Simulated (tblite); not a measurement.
# Saddle-point search, with input and output: C6H7NO2

C6H7NO2 (2-cyanoethyl acrylate), SMILES C=CC(=O)OCCC#N, computed with GFN2-xTB saddle search (eigenvector following) and harmonic vibrations, gas phase (tblite 0.8.0).

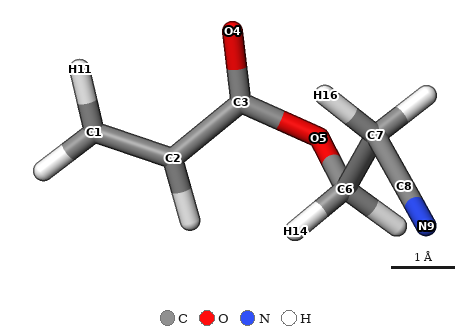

The starting structure (stick view, seen at a tilt; atoms are numbered from 1 in the order of the input). Bond lengths as drawn: C–C 1.33 to 1.54 Å, C–H 1.08 to 1.10 Å, C–N 1.14 Å and C–O 1.20 to 1.41 Å.

### Results in brief

- outcome: converged
- total energy: −745.1498 eV
- point group: C1
- hardware: 1 CPU thread, shared host
- wall time: 7.1 s
- peak memory: 0.2 GiB

### The input
```
{"job": {"xc": "GFN2-xTB", "basis": "xTB", "kind": "saddle"}, "charge": 0, "multiplicity": 1}
C     -3.135670    -0.315529     0.345904
C     -2.031663    -0.166825    -0.376386
C     -0.998512     0.812637     0.011863
O     -1.051577     1.521857     0.977082
O      0.045383     0.912980    -0.888427
C      1.067075    -0.057392    -0.775348
C      2.014944     0.298303     0.383489
C      3.079017    -0.660606     0.515305
N      3.921886    -1.425332     0.618135
H     -3.920982    -0.996399     0.065539
H     -3.274622     0.259317     1.247558
H     -1.859510    -0.712857    -1.292717
H      1.603518    -0.034301    -1.727854
H      0.643890    -1.060908    -0.627468
H      2.445104     1.287328     0.202216
H      1.451718     0.337727     1.321109
```

The first line tells a small driver script what to run in tblite; the rest is the geometry in Å.

Run as:
```bash
OMP_NUM_THREADS=1 python <driver script> task.json out
```

### What the program printed
```
step      E/eV     max force
  0    -745.14908   0.0188
  1    -745.14945   0.1013
  2    -745.14931   0.0271
  3    -745.14966   0.0225
  4    -745.14978   0.0291
  5    -745.14981   0.0028
lowest wavenumbers (cm-1): -92.3 36.4 65.1 95.4 146.1 191.1
```

### Trajectory as extended XYZ (Å, eV, eV/Å), 6 frames, from step=0 to step=5
```
16
Properties=species:S:1:pos:R:3:forces:R:3 step=0 energy=-745.14908
C    -3.1357   -0.3155    0.3459    0.0040  -0.0060   0.0000
C    -2.0317   -0.1668   -0.3764    0.0040   0.0000   0.0000
C    -0.9985    0.8126    0.0119   -0.0010   0.0070  -0.0070
O    -1.0516    1.5219    0.9771    0.0050   0.0090  -0.0140
O     0.0454    0.9130   -0.8884   -0.0050   0.0050  -0.0090
C     1.0671   -0.0574   -0.7753   -0.0060   0.0060   0.0040
C     2.0149    0.2983    0.3835   -0.0040   0.0010   0.0040
C     3.0790   -0.6606    0.5153   -0.0070  -0.0050  -0.0060
N     3.9219   -1.4253    0.6181   -0.0120  -0.0080  -0.0120
H    -3.9210   -0.9964    0.0655    0.0080  -0.0110   0.0060
H    -3.2746    0.2593    1.2476    0.0020   0.0000  -0.0030
H    -1.8595   -0.7129   -1.2927    0.0150  -0.0030   0.0040
H     1.6035   -0.0343   -1.7279   -0.0020   0.0020   0.0070
H     0.6439   -1.0609   -0.6275   -0.0070   0.0060   0.0080
H     2.4451    1.2873    0.2022    0.0020   0.0000   0.0070
H     1.4517    0.3377    1.3211    0.0040  -0.0030   0.0100
16
Properties=species:S:1:pos:R:3:forces:R:3 step=1 energy=-745.14945
C    -3.1023   -0.3320    0.3775    0.0850   0.0240  -0.0460
C    -2.0378   -0.1460   -0.3974   -0.0810  -0.0100   0.0600
C    -0.9844    0.8172   -0.0254   -0.0030   0.0400   0.0380
O    -0.9923    1.5068    0.9565    0.0050  -0.0520  -0.0800
O     0.0390    0.9023   -0.9542   -0.0020  -0.0200   0.0380
C     1.0746   -0.0478   -0.7959    0.0040   0.0140  -0.0030
C     1.9852    0.3106    0.3922   -0.0050  -0.0070  -0.0060
C     3.0317   -0.6644    0.5491    0.0220  -0.0280   0.0000
N     3.8552   -1.4488    0.6642   -0.0400   0.0360  -0.0070
H    -3.8902   -1.0189    0.1190    0.0110   0.0030   0.0000
H    -3.2040    0.2149    1.3027    0.0150  -0.0180  -0.0420
H    -1.8999   -0.6661   -1.3357   -0.0100   0.0160   0.0380
H     1.6405   -0.0201   -1.7312   -0.0100   0.0020   0.0160
H     0.6580   -1.0566   -0.6600    0.0030   0.0060   0.0030
H     2.4309    1.2951    0.2246   -0.0030  -0.0060   0.0040
H     1.3959    0.3539    1.3141    0.0100   0.0000  -0.0110
16
Properties=species:S:1:pos:R:3:forces:R:3 step=2 energy=-745.14931
C    -3.1272   -0.3203    0.3549   -0.0190  -0.0090   0.0130
C    -2.0381   -0.1582   -0.3857    0.0230   0.0060  -0.0130
C    -0.9923    0.8081   -0.0004    0.0010   0.0080   0.0020
O    -1.0181    1.5000    0.9783    0.0020   0.0000  -0.0110
O     0.0395    0.9032   -0.9166   -0.0030   0.0030  -0.0050
C     1.0715   -0.0529   -0.7801   -0.0050   0.0010   0.0020
C     2.0062    0.3098    0.3868    0.0000   0.0010   0.0030
C     3.0595   -0.6597    0.5274   -0.0010  -0.0020  -0.0010
N     3.8901   -1.4376    0.6313   -0.0040  -0.0050  -0.0040
H    -3.9139   -1.0024    0.0816    0.0010  -0.0060   0.0030
H    -3.2516    0.2430    1.2656   -0.0020   0.0040   0.0080
H    -1.8789   -0.6935   -1.3105    0.0090  -0.0040  -0.0070
H     1.6182   -0.0308   -1.7264    0.0020   0.0010  -0.0010
H     0.6548   -1.0594   -0.6314   -0.0040   0.0020   0.0020
H     2.4450    1.2949    0.2059    0.0020   0.0000   0.0030
H     1.4356    0.3559    1.3195   -0.0010  -0.0020   0.0070
16
Properties=species:S:1:pos:R:3:forces:R:3 step=3 energy=-745.14966
C    -3.1146   -0.3272    0.3667    0.0200   0.0050  -0.0090
C    -2.0412   -0.1490   -0.3948   -0.0180  -0.0030   0.0120
C    -0.9880    0.8112   -0.0150   -0.0010   0.0060   0.0030
O    -0.9991    1.4970    0.9684    0.0010  -0.0050  -0.0110
O     0.0379    0.8994   -0.9392    0.0000  -0.0030   0.0030
C     1.0739   -0.0503   -0.7867    0.0000   0.0030  -0.0010
C     1.9960    0.3135    0.3900   -0.0010  -0.0010   0.0000
C     3.0435   -0.6612    0.5398    0.0020  -0.0040   0.0000
N     3.8676   -1.4454    0.6486   -0.0070   0.0030  -0.0010
H    -3.9022   -1.0114    0.1012    0.0030  -0.0010   0.0010
H    -3.2242    0.2238    1.2875    0.0050  -0.0050  -0.0100
H    -1.8956   -0.6728   -1.3288   -0.0010   0.0040   0.0090
H     1.6307   -0.0276   -1.7271   -0.0010   0.0010   0.0020
H     0.6586   -1.0581   -0.6415   -0.0010   0.0010   0.0010
H     2.4402    1.2969    0.2135    0.0000  -0.0010   0.0020
H     1.4165    0.3613    1.3173    0.0010  -0.0010   0.0000
16
Properties=species:S:1:pos:R:3:forces:R:3 step=4 energy=-745.14978
C    -3.0970   -0.3358    0.3815    0.0240   0.0050  -0.0130
C    -2.0414   -0.1418   -0.4008   -0.0260  -0.0070   0.0110
C    -0.9835    0.8163   -0.0302   -0.0040  -0.0090  -0.0090
O    -0.9837    1.5005    0.9540    0.0010   0.0100   0.0150
O     0.0370    0.8987   -0.9612    0.0000   0.0010  -0.0020
C     1.0768   -0.0448   -0.7986    0.0050  -0.0030   0.0020
C     1.9831    0.3152    0.3915    0.0020  -0.0050   0.0010
C     3.0219   -0.6668    0.5561    0.0110  -0.0110   0.0010
N     3.8378   -1.4580    0.6763   -0.0190   0.0190  -0.0030
H    -3.8850   -1.0236    0.1264    0.0030   0.0030  -0.0010
H    -3.1904    0.2043    1.3104    0.0030  -0.0040  -0.0090
H    -1.9104   -0.6557   -1.3424   -0.0040   0.0020   0.0070
H     1.6447   -0.0145   -1.7322   -0.0030  -0.0010   0.0040
H     0.6642   -1.0555   -0.6639    0.0030   0.0020   0.0010
H     2.4356    1.2962    0.2228   -0.0020  -0.0040   0.0010
H     1.3903    0.3653    1.3105    0.0050   0.0000  -0.0060
16
Properties=species:S:1:pos:R:3:forces:R:3 step=5 energy=-745.14981
C    -3.1002   -0.3344    0.3780    0.0010   0.0000   0.0010
C    -2.0418   -0.1425   -0.4002   -0.0020   0.0010  -0.0010
C    -0.9847    0.8156   -0.0272    0.0010   0.0000   0.0010
O    -0.9869    1.4999    0.9572   -0.0010   0.0000  -0.0010
O     0.0371    0.8987   -0.9566    0.0000   0.0000   0.0000
C     1.0759   -0.0464   -0.7951   -0.0010   0.0000   0.0000
C     1.9860    0.3151    0.3913    0.0000   0.0010   0.0000
C     3.0262   -0.6655    0.5523   -0.0010   0.0020   0.0000
N     3.8437   -1.4552    0.6695    0.0020  -0.0020   0.0000
H    -3.8879   -1.0215    0.1204   -0.0010   0.0000   0.0000
H    -3.1963    0.2070    1.3055    0.0000  -0.0010  -0.0010
H    -1.9083   -0.6576   -1.3406    0.0000   0.0000   0.0010
H     1.6411   -0.0189   -1.7302    0.0010   0.0000  -0.0010
H     0.6625   -1.0561   -0.6569   -0.0010  -0.0010   0.0000
H     2.4367    1.2964    0.2203    0.0010   0.0000   0.0000
H     1.3967    0.3653    1.3123   -0.0010   0.0000   0.0010
```

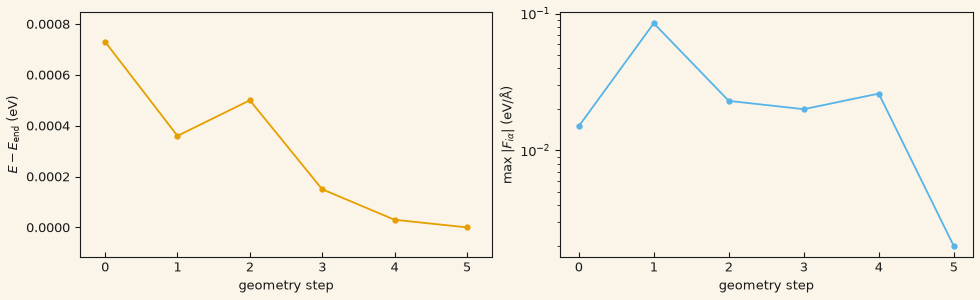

Progress of the saddle-point search, step by step (steps are counted from 0).

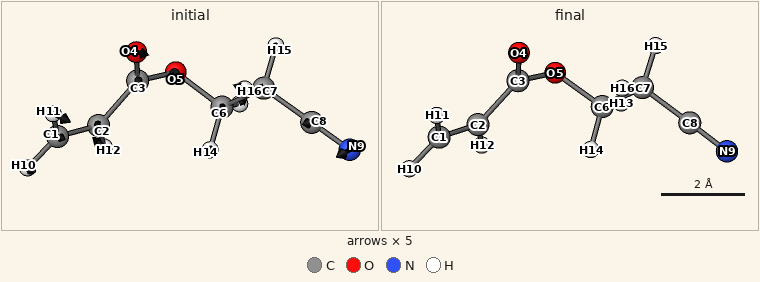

Before (left) and after (right) the saddle-point search, at one scale (ball-and-stick view, seen at a tilt). The black arrows give the displacements, magnified 5 times. The largest move after the best rigid fit is that of H11, 0.11 Å. By element the largest moves are H 0.11 Å, N 0.10 Å, O 0.07 Å, C 0.06 Å. Over 5 geometry steps the energy falls by 0.001 eV. The largest force component goes from 0.015 to 0.002 eV/Å. (Atoms are counted from 1 in the order of the input.)
